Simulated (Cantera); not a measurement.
Charge: 1 mol Al(CH3)3, 53 mol N2, 4.2 mol H2, equilibrated at 2073 K.

Method: chemical equilibrium by Gibbs-energy minimisation in Cantera with the NASA 1993 tables (ideal gas, pure condensed phases). Candidate condensed phases: Al, AlN, C, C6H6, C7H8, C8H18; 97 gas species. The feed counts by its element totals alone. Kinetics and transport are ignored.

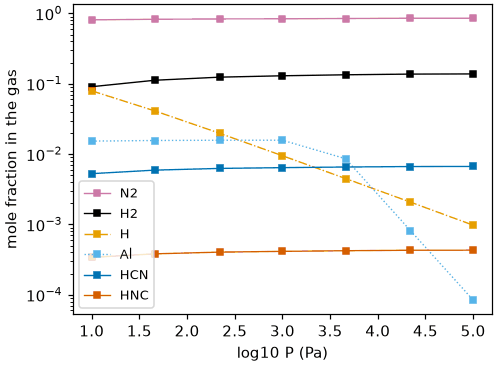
Figure. Equilibrium gas composition (values under 1e-9 drawn at 1e-9)

Read off the mole fractions at 165 Torr.

N2 about 0.85, H2 about 0.14, HCN about 0.0067, H about 0.0021, Al about 0.00082, HNC about 0.00043.
